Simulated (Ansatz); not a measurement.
# doublet BH2SF+ at 6 levels

Wanted: a comparison of 6 runs (UB2PLYP/def2-SVPD, UBLYP/def2-SVPD, UPBE0/def2-SVPD, RPA@PBE0/def2-SVPD, UMP2/def2-SVPD, UCCSD/def2-SVPD) of doublet BH2SF+. 

The calculation is run with Ansatz 0.2.0.

59 further runs of the same task are left out: 59 set aside as unsound or not needed.

### Step 1. Starting point

BH2SF+ has 5 atoms, charge +1, and is taken as a doublet. As SMILES of the parent species, `FBS`. Geometry: relaxed at PBE0-D4/def2-TZVP. This is one conformer, not always the lowest. That shape belongs to the parent species and isn't relaxed for this state.

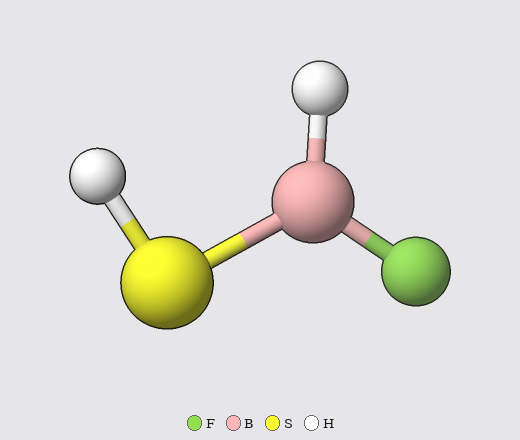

Viewed from a chosen angle; fluorine green, boron pink, sulfur yellow, hydrogen white.

### Step 2. A single-point energy at UB2PLYP/def2-SVPD (run 1)

File molecule.yaml:

```yaml
crystal:
  periodic: [false, false, false]
  atoms:
    - {symbol: F, position_ang: [-1.119100, -0.905900, -1.069200]}
    - {symbol: B, position_ang: [-0.412800, -0.339100, -0.106100]}
    - {symbol: S, position_ang: [0.972400, 0.698600, -0.579400]}
    - {symbol: H, position_ang: [-0.712000, -0.530900, 1.033700]}
    - {symbol: H, position_ang: [1.321400, 1.003700, 0.679600]}
basis:
  gaussian:
    orbitals: def2-SVPD
total_charge: 1
magnetization:
  spin_polarized: true
  initial_magnetization: 1
hamiltonian:
  xc: {name: B2PLYP}
correlation:
  frozen_orbitals: {B: 1, F: 1, H: 0, S: 5}
accuracy: high
output: {orbitals: {seedname: orbitals}}
```

Started as:

```bash
$ ansatz run molecule.yaml --threads 1 --pin off --max-ram 2610MiB --events-out events.jsonl --progress --plain --runs-dir runs
```

Output:

```text
Warning: RAYON_NUM_THREADS=1 ignored (pool sized by the plan → 1); use --threads N
Functional definition: B2PLYP
  name "B2PLYP"
  parameter a = 0.53
  parameter c = 0.27
  exchange = (1 - a)*b88_x + a*exact_x
  correlation = (1 - c)*lyp_c + c*(mp2_os + mp2_ss)
1673 factors; integrals over basis functions are off by at most 3.4e-9 eV
mean field evaluation 1: about -14230.6529 eV, gradient 4.1e1 eV
mean field evaluation 2: about -14230.7021 eV, gradient 4.1e1 eV
mean field evaluation 4: about -14236.0859 eV, gradient 1.1e1 eV
mean field evaluation 8: about -14236.6752 eV, gradient 2.8e-1 eV
mean field evaluation 16: about -14236.6757 eV, gradient 3.4e-4 eV
mean field evaluation 32: about -14235.8924 eV, gradient 4.5e0 eV
mean field -14236.67574858 eV, -523.1881837947 hartree, gradient 7.2e-8 eV, S^2 0.755869; 3 other end points of the search recorded, 0 dependent functions left out
7 core orbitals not correlated: weight in the atoms' cores, before any rotation towards them, 1.000 or more for the frozen orbitals, at most 0.000 for the correlated occupied ones
reference -14236.67577237 eV, -523.1881846690 hartree; 9, 8 occupied and 70, 71 virtual orbitals, 1673 factors
second order -12.90371190 eV of doubles, -0.00000000 eV of singles
Total energy: -14240.15977458 eV, -523.3162193887 hartree
```

Wall time 14 s (1 thread of Arm Neoverse V1, shared host); peak memory 0.32 GiB.

### Step 3. The energy at UBLYP/def2-SVPD (run 2)

File in.yaml:

```yaml
crystal:
  periodic: [false, false, false]
  atoms:
    - {symbol: F, position_ang: [-1.119100, -0.905900, -1.069200]}
    - {symbol: B, position_ang: [-0.412800, -0.339100, -0.106100]}
    - {symbol: S, position_ang: [0.972400, 0.698600, -0.579400]}
    - {symbol: H, position_ang: [-0.712000, -0.530900, 1.033700]}
    - {symbol: H, position_ang: [1.321400, 1.003700, 0.679600]}
basis:
  gaussian:
    orbitals: def2-SVPD
total_charge: 1
magnetization:
  spin_polarized: true
  initial_magnetization: 1
hamiltonian:
  xc: {name: BLYP}
accuracy: high
output:
  orbitals: {seedname: orbitals}
```

Started as:

```bash
$ ansatz run in.yaml --threads 1 --pin off --max-ram 2610MiB --events-out events.jsonl --progress --plain --runs-dir runs
```

Output:

```text
Warning: RAYON_NUM_THREADS=1 ignored (pool sized by the plan → 1); use --threads N
Functional definition: BLYP
  name "BLYP"
  parameter beta = 0.0042
  parameter a = 0.04918
  parameter b = 0.132
  parameter c = 0.2533
  parameter d = 0.349
  exchange = b88_x(beta = beta)
  correlation = lyp_c(a = a, b = b, c = c, d = d)
1673 factors; integrals over basis functions are off by at most 3.4e-9 eV
mean field evaluation 1: about -14235.6654 eV, gradient 5.3e1 eV
mean field evaluation 2: about -14036.9710 eV, gradient 1.9e2 eV
mean field evaluation 4: about -14241.4083 eV, gradient 2.7e1 eV
mean field evaluation 8: about -14246.0458 eV, gradient 2.0e-1 eV
mean field evaluation 16: about -14245.9174 eV, gradient 3.4e0 eV
mean field evaluation 32: about -14246.0460 eV, gradient 9.6e-9 eV
mean field -14246.04598281 eV, -523.5325335516 hartree, gradient 2.9e-8 eV, S^2 0.752754; 3 other end points of the search recorded, 0 dependent functions left out
reference -14246.04603332 eV, -523.5325354075 hartree; 16, 15 occupied and 70, 71 virtual orbitals, 1673 factors
Total energy: -14246.04603332 eV, -523.5325354075 hartree
```

It took 21 s on 1 thread of Arm Neoverse V1, shared host; peak memory 0.21 GiB.

Runs 3 to 4 aren't shown in full; the table further down has their settings and results.

### Step 4. A single-point energy at UMP2/def2-SVPD (run 5)

File input.yaml:

```yaml
crystal:
  periodic: [false, false, false]
  atoms:
    - {symbol: F, position_ang: [-1.119100, -0.905900, -1.069200]}
    - {symbol: B, position_ang: [-0.412800, -0.339100, -0.106100]}
    - {symbol: S, position_ang: [0.972400, 0.698600, -0.579400]}
    - {symbol: H, position_ang: [-0.712000, -0.530900, 1.033700]}
    - {symbol: H, position_ang: [1.321400, 1.003700, 0.679600]}
basis:
  gaussian: {orbitals: def2-SVPD}
total_charge: 1
magnetization: {spin_polarized: true, initial_magnetization: 1}
correlation: {method: mp2, frozen_orbitals: {B: 1, F: 1, H: 0, S: 5}}
accuracy: high
```

Started as:

```bash
$ ansatz run input.yaml --threads 1 --pin off --max-ram 2610MiB --events-out events.jsonl --progress --plain --runs-dir runs
```

Output:

```text
Warning: RAYON_NUM_THREADS=1 ignored (pool sized by the plan → 1); use --threads N
Functional definition: HF
  name "HF"
  exchange = exact_x
  correlation = 0
1673 factors; integrals over basis functions are off by at most 3.4e-9 eV
mean field evaluation 1: about -14208.2152 eV, gradient 3.5e1 eV
mean field evaluation 2: about -14208.2783 eV, gradient 3.5e1 eV
mean field evaluation 4: about -14213.0884 eV, gradient 2.4e0 eV
mean field evaluation 8: about -14213.1608 eV, gradient 2.7e-1 eV
mean field evaluation 16: about -14213.1621 eV, gradient 1.4e-8 eV
mean field -14213.16207441 eV, -522.3240722072 hartree, gradient 4.7e-8 eV, S^2 0.761316; 0 other end points of the search recorded, 0 dependent functions left out
7 core orbitals not correlated: weight in the atoms' cores, before any rotation towards them, 1.000 or more for the frozen orbitals, at most 0.000 for the correlated occupied ones
reference -14213.16207441 eV, -522.3240722072 hartree; 9, 8 occupied and 70, 71 virtual orbitals, 1673 factors
second order -10.49446749 eV of doubles, -0.00000000 eV of singles
Total energy: -14223.65654190 eV, -522.7097367742 hartree
```

It took 2.9 s on 1 thread of Arm Neoverse V1, shared host; peak memory 0.22 GiB.

### Step 5. The energy at UCCSD/def2-SVPD (run 6)

File in.yaml:

```yaml
crystal:
  periodic: [false, false, false]
  atoms:
    - symbol: F
      position_ang: [-1.119100, -0.905900, -1.069200]
    - symbol: B
      position_ang: [-0.412800, -0.339100, -0.106100]
    - symbol: S
      position_ang: [0.972400, 0.698600, -0.579400]
    - symbol: H
      position_ang: [-0.712000, -0.530900, 1.033700]
    - symbol: H
      position_ang: [1.321400, 1.003700, 0.679600]
basis:
  gaussian: {orbitals: def2-SVPD}
total_charge: 1
magnetization: {spin_polarized: true, initial_magnetization: 1}
correlation: {method: ccsd, frozen_orbitals: {B: 1, F: 1, H: 0, S: 5}}
accuracy: high
scf: {omitted_lower_state_checks: [cluster_reference, increment]}
```

Started as:

```bash
$ ansatz run in.yaml --threads 1 --pin off --max-ram 2610MiB --events-out events.jsonl --progress --plain --runs-dir runs
```

Output:

```text
Warning: RAYON_NUM_THREADS=1 ignored (pool sized by the plan → 1); use --threads N
[... 12 lines left out ...]
7 core orbitals not correlated: weight in the atoms' cores, before any rotation towards them, 1.000 or more for the frozen orbitals, at most 0.000 for the correlated occupied ones
[... 28 lines left out ...]
Total energy: -14224.52264975 eV, -522.7415656507 hartree
Checks for a lower state left out: cluster_reference, increment
```

Run time: 35 s. Hardware: 1 thread of Arm Neoverse V1, shared host; peak memory 0.82 GiB.

### Step 6. All runs side by side

| run | level | frozen core orbitals | energy (Eh) | ⟨S²⟩ | wall time |
| --- | --- | --- | --- | --- | --- |
| 1 | UB2PLYP/def2-SVPD | 7 | -523.316219 | 0.756 | 14 s |
| 2 | UBLYP/def2-SVPD | – | -523.532535 | 0.753 | 21 s |
| 3 | UPBE0/def2-SVPD | – | -523.280584 | 0.755 | 11 s |
| 4 | RPA@PBE0/def2-SVPD | 7 | -522.886360 | 0.755 | 18 s |
| 5 | UMP2/def2-SVPD | 7 | -522.709737 | 0.761 | 2.9 s |
| 6 | UCCSD/def2-SVPD | 7 | -522.741566 | 0.761 | 35 s |

### Step 7. Results

| quantity | value |
| --- | --- |
| run 6: total energy | -522.74157 Eh |
| run 6: correlation energy (7 core orbitals frozen) | -417.5 mEh |
| run 6: ⟨S²⟩ of the reference determinant | 0.761 |
| run 6: T1 diagnostic | 0.018 |

In words: Totals of different functionals can't be ranked against each other. All runs together took 1.7 min, the longest 35 s.
